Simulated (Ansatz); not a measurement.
## Electronic structure of CH₃F₃SZr in real space

| atom | x (Å) | y (Å) | z (Å) |
| --- | --- | --- | --- |
| C | 0.1539 | -1.3056 | 0.7847 |
| S | 1.4212 | -0.6482 | -0.3580 |
| Zr | -0.0214 | 1.2288 | -0.8071 |
| F | -1.6693 | 0.5702 | -1.4870 |
| F | 0.8194 | 2.3866 | -2.0468 |
| F | -0.3795 | 2.1183 | 0.8336 |
| H | -0.1665 | -2.2834 | 0.4298 |
| H | 0.5867 | -1.3871 | 1.7801 |
| H | -0.7445 | -0.6796 | 0.8708 |

Geometry: PBE0-D4/def2-TZVP; core potentials replace the inner electrons of Zr.

Level of theory: RKS PBE0-D4/def2-TZVPP (Ansatz 0.2.0).

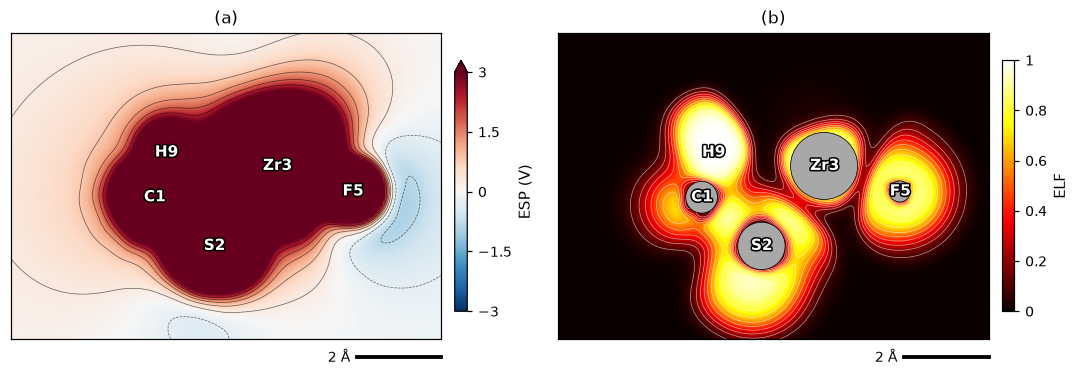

Figure 1. (a) molecular electrostatic potential; (b) ELF on the plane of atoms S2, Zr3 and F5. Grey discs cover the atomic cores in the ELF map.

### Read the bonding off the picture.

Atoms in the plane: C, S, Zr, F and H. C–S (1.83 Å): the ELF peaks at about 0.90 between the atoms: a covalent bond. Zr–F (1.89 Å): the ELF peaks at about 0.85 in the valence shell of F, 0.5 Å from its nucleus, and drops to about 0.25 between the two atoms. Zr–S (2.41 Å): the ELF peaks at about 0.85 in the valence shell of S, 0.9 Å from its nucleus, and is about 0.50 at the midpoint. C–Zr (3.00 Å): the ELF is about 0.15 at the midpoint. C–H (1.10 Å): the ELF climbs to about 1 towards the hydrogen, as it does in any bond to H; a covalent bond by its length. Outside the dense part of the molecule the potential is most negative (−1.0 V) near F5.

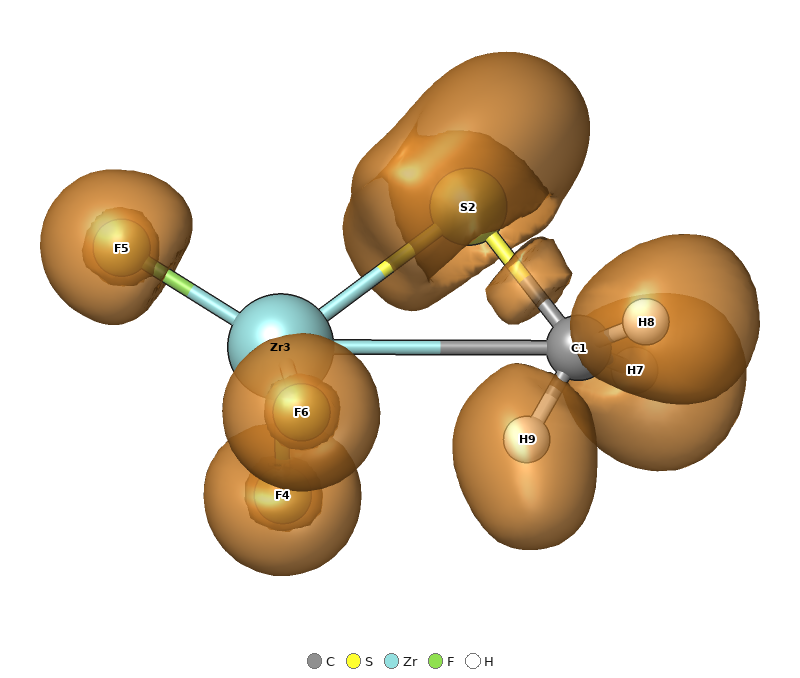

Figure 2. Isosurface of the ELF at 0.75 (orange), seen at a tilt. Core shells and regions of very low density are left out.

### Identify the bonds, lone pairs and shells in this picture.

The surface consists of one region between bonded C–S atoms (shared pairs), three regions around hydrogen nuclei, three regions wrapped around F (the valence shell of each) and one region wrapped around S (its valence shell).

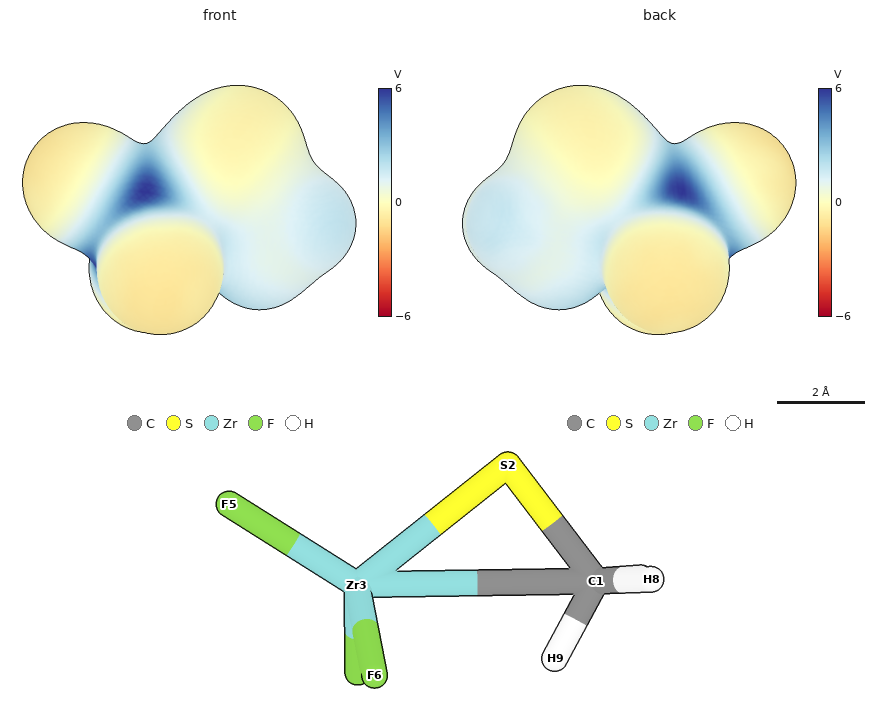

Figure 3. The molecular electrostatic potential painted on the density surface at 0.004 e/bohr³, seen from the front and from behind; the colour scale runs from red (negative) to blue (positive). The bare structure is drawn below in the same view.

### Where is the surface potential most negative and most positive?

The most negative region (about −1.0 V) lies over F4, F5 and F6, the most positive (about +5.7 V) over Zr3.
